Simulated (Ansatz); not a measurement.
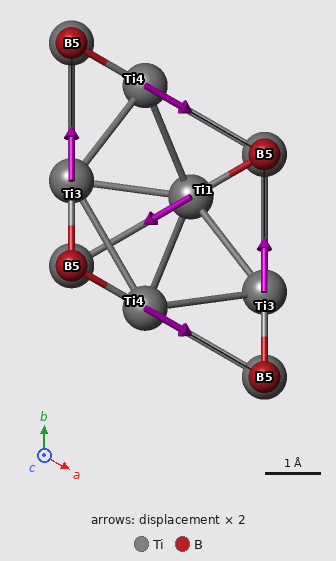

This is a relaxation of a crystal of Ti4B (a generated structure, set up in I-43m) (coarse preliminary run). The starting structure is drawn; purple arrows show the displacements (the part carried along by the change of the cell is left out), magnified 2 times.

A ball-and-stick model of the cell of the calculation, seen along the c axis.

The calculation used DFT PBE, scalar-relativistic, plane waves, PAW (Ansatz). Settings: plane-wave cutoff 420 eV; k-point mesh 6 × 6 × 6; occupations gaussian; smearing width 0.1 eV; no spin polarisation; cell and atoms relaxed; force threshold 0.04 eV/Å; at most 70 steps.

> What did the optimiser do to the structure, and how much energy did it gain?

Over 5 accepted moves (6 points after the start) the energy falls by 1976 meV per atom. Largest force component: 6.1 eV/Å at the start, under 0.0001 eV/Å at the end. Pressure: 77.05 GPa at the start and 0.38 GPa at the end. At 1 point the geometry stayed and the basis and grid were re-selected for the new cell (energy shift of 3.4 meV per atom at most each time). The largest moves relative to the cell, 0.54 Å, are those of Ti atoms. B stays in place. Cell: a = b = c 4.356 → 4.678 Å (+7.4 %). Volume +23.9 %. Near-neighbour distances that change, for instance: Ti–Ti 2.713 → 3.798 Å, B–Ti 1.661 → 2.326 Å, B–Ti 2.694 → 2.352 Å, Ti–Ti 2.652 → 2.701 Å. Bonds break: Ti–Ti (2.71 → 3.80 Å). The space group stays I-43m (No. 217).
